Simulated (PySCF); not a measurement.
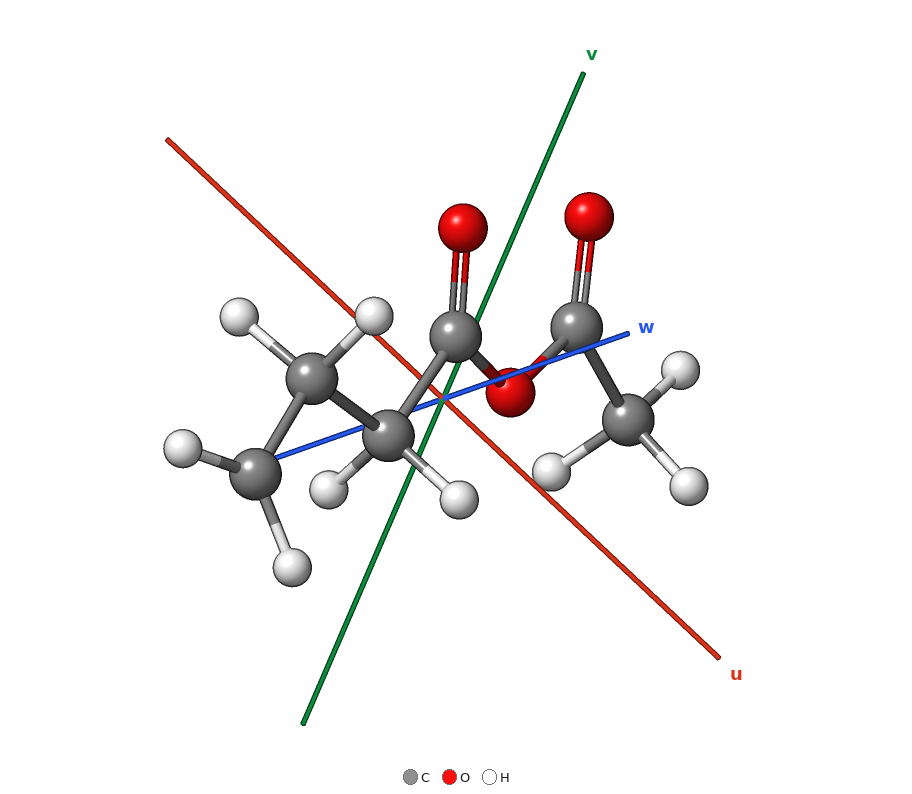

The lines u, v and w are the principal axes of the g tensor. State: neutral, doublet. The computed structure is the end point of a GFN2-xTB optimisation. No frequency run is at hand to confirm it as a minimum. Level of theory: UKS B3LYP, pcH-1 on C H O, non-relativistic, mean-field spin-orbit, GIAO (PySCF 2.14.0).

Along which axis does g lie farthest from the free-electron value?

Answer. Along u: the shift is 649 ppm.

Give the principal values and shifts.

```csv
axis,g,shift (ppm)
u,2.00297,649
v,2.00278,461
w,2.00217,−145
```
